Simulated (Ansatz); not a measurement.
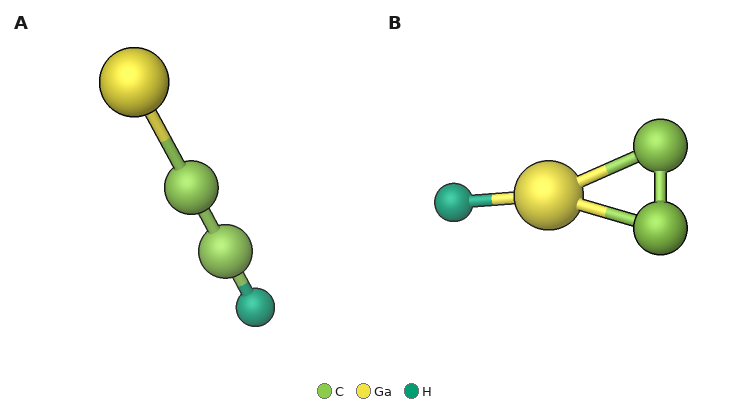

2 stationary structures of one formula. Geometries: PBE0-D4/def2-TZVP. Electronic energies: PBE-D4/def2-TZVPP (Ansatz 0.2.0), without zero-point energy. No frequency run is at hand to confirm each as a minimum.

**Which is lowest in energy, and by how much?**

A is lowest (C∞v); B lies 217.1 kJ/mol above it (C2v).

Give E(B) − E(A) in kJ/mol at these levels too: B3LYP-D4/def2-TZVPP; r2SCAN-D4/def2-TZVPP; ωB97M-V/def2-TZVPP; PBE0-D4/def2-TZVPP; PBE0-D4/def2-TZVP; PBE-D4/def2-TZVPP; RHF-CCSD(T) (frozen core)/def2-TZVPP.

```tsv
level	E(B) − E(A) (kJ/mol)
B3LYP-D4/def2-TZVPP	+235.3
r2SCAN-D4/def2-TZVPP	+203.7
ωB97M-V/def2-TZVPP	+209.4
PBE0-D4/def2-TZVPP	+214.7
PBE0-D4/def2-TZVP	+214.5
PBE-D4/def2-TZVPP	+217.1
RHF-CCSD(T) (frozen core)/def2-TZVPP	+205.8
```
